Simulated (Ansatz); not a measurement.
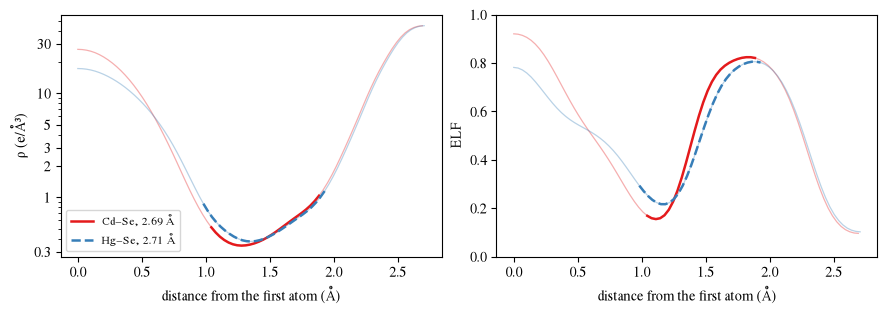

*CdHg₅Se₆. Valence pseudo-density and ELF along straight lines between neighbouring atoms. Thin, pale parts lie inside the atomic spheres.*

Space group P3m1; a structure generated by program, which may or may not match a known phase.

Level of theory: DFT PBE, scalar-relativistic, plane waves, PAW in Ansatz.

The density is the valence pseudo-density of a PAW calculation; it isn't the true density close to the nuclei.

```yaml
crystal:
  lattice:
    - [4.41946, 0.00000, 0.00000]
    - [-2.20973, 3.82737, 0.00000]
    - [0.00000, 0.00000, 21.67289]
  atoms:
    - { symbol: Cd, position: [0.33333, 0.66667, 0.49947] }
    - { symbol: Hg, position: [0.66667, 0.33333, 0.99988] }
    - { symbol: Hg, position: [0.66667, 0.33333, 0.33451] }
    - { symbol: Hg, position: [0.66667, 0.33333, 0.66556] }
    - { symbol: Hg, position: [0.33333, 0.66667, 0.16711] }
    - { symbol: Hg, position: [0.33333, 0.66667, 0.83261] }
    - { symbol: Se, position: [0.66667, 0.33333, 0.12533] }
    - { symbol: Se, position: [0.66667, 0.33333, 0.45995] }
    - { symbol: Se, position: [0.66667, 0.33333, 0.79095] }
    - { symbol: Se, position: [0.33333, 0.66667, 0.29254] }
    - { symbol: Se, position: [0.33333, 0.66667, 0.62400] }
    - { symbol: Se, position: [0.33333, 0.66667, 0.95810] }
```

What can be read from the curves?

Cd–Se (2.69 Å): ρ at the midpoint is about 0.35 e/Å³; the ELF is about 0.40 at the midpoint and 0.15 at its lowest between the atoms.
Hg–Se (2.71 Å): the density is about 0.38 e/Å³ at the midpoint; the ELF is about 0.35 at the midpoint and 0.20 at its lowest between the atoms.
